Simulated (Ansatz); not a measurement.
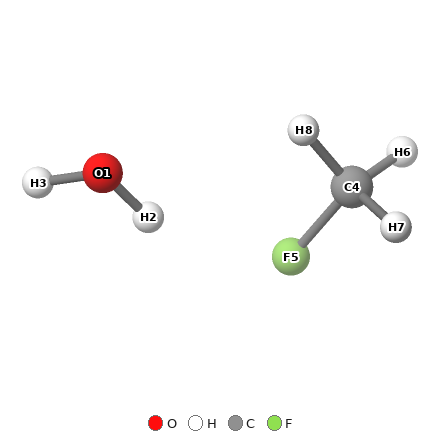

The system is the pair H₂O···CH₃F; the picture shows the reference structure. 
- Coordinates scanned: (1) separation of F5 and H2 along their line in the relaxed pair; (2) sideways slip of O1, H2, H3.
- Nothing is relaxed (both partners rigid).
- Grid: 11 × 11 points.
- Points are written as (first, second).
- Energies: kJ/mol, counted from the two partners far apart, frozen as in the relaxed pair, each in its own basis (no counterpoise correction).
- Computed with RKS PBE0-D4/def2-TZVPD in Ansatz 0.2.0.

Its coordinates:

```yaml
atoms:
  - { symbol: O, position_ang: [0.4263, 0.3001, -1.9696] }
  - { symbol: H, position_ang: [-0.2299, -0.1495, -1.4253] }
  - { symbol: H, position_ang: [0.3604, -0.1075, -2.8356] }
  - { symbol: C, position_ang: [-0.0664, 0.0231, 1.2908] }
  - { symbol: F, position_ang: [-0.9382, -0.5951, 0.4033] }
  - { symbol: H, position_ang: [0.3033, -0.7286, 1.9896] }
  - { symbol: H, position_ang: [-0.6132, 0.8017, 1.8244] }
  - { symbol: H, position_ang: [0.7577, 0.4560, 0.7224] }
```

Range: separation of F5 and H2 along their line in the relaxed pair from 1.689 to 4.289 Å; sideways slip of O1, H2, H3 from −2.20 to 2.20 Å.

Predict the map.

The lowest grid point is at (1.962 Å, 0.00 Å), −15.8 kJ/mol from the two partners far apart, frozen as in the relaxed pair, each in its own basis (no counterpoise correction). No other kind of well shows on this grid. The highest grid point, (1.689 Å, −1.76 Å), lies 59.1 kJ/mol above the lowest. Round the minimum the two coordinates are weakly coupled (coupling −0.06 in units of the two stiffnesses). At the lowest point H2···F5 is 1.96 Å, a hydrogen-bond distance.

| second ↓, first → | 1.689 | 1.793 | 1.962 | 2.171 | 2.410 | 2.674 | 2.961 | 3.267 | 3.592 | 3.933 | 4.289 |
| --- | --- | --- | --- | --- | --- | --- | --- | --- | --- | --- | --- |
| 2.20 | −1.4 | −1.8 | −2.3 | −2.4 | −2.4 | −2.3 | −2.0 | −1.8 | −1.5 | −1.3 | −1.1 |
| 1.76 | −2.6 | −3.6 | −4.4 | −4.6 | −4.4 | −3.9 | −3.3 | −2.7 | −2.2 | −1.8 | −1.5 |
| 1.32 | −3.5 | −5.5 | −7.1 | −7.4 | −6.8 | −5.8 | −4.7 | −3.7 | −2.9 | −2.3 | −1.8 |
| 0.88 | −4.1 | −7.7 | −10.4 | −10.7 | −9.6 | −7.8 | −6.1 | −4.7 | −3.6 | −2.7 | −2.1 |
| 0.44 | −6.1 | −10.8 | −13.9 | −13.8 | −11.9 | −9.5 | −7.2 | −5.4 | −4.0 | −3.0 | −2.3 |
| 0.00 | −8.9 | −13.3 | −15.8 | −15.2 | −12.8 | −10.1 | −7.6 | −5.6 | −4.1 | −3.1 | −2.3 |
| −0.44 | −5.7 | −10.1 | −13.1 | −13.1 | −11.4 | −9.1 | −7.0 | −5.2 | −3.9 | −2.9 | −2.2 |
| −0.88 | 8.6 | 1.4 | −4.9 | −7.8 | −8.0 | −7.0 | −5.6 | −4.3 | −3.3 | −2.5 | −1.9 |
| −1.32 | 28.9 | 17.0 | 5.5 | −1.2 | −3.8 | −4.3 | −3.8 | −3.1 | −2.5 | −1.9 | −1.5 |
| −1.76 | 43.3 | 27.8 | 12.8 | 3.8 | −0.4 | −1.9 | −2.2 | −2.0 | −1.7 | −1.4 | −1.1 |
| −2.20 | 38.0 | 25.5 | 13.0 | 5.2 | 1.3 | −0.4 | −0.9 | −1.0 | −0.9 | −0.8 | −0.7 |

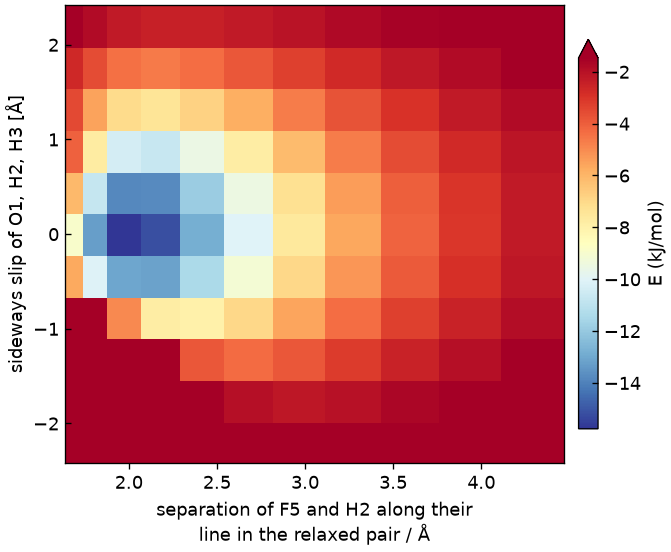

The picture shows one coloured cell a grid point, one colour for all values above the top of the scale.

Time for the 121 points that were run: 8.4 min on 1 thread of Arm Neoverse V2 (shared host).
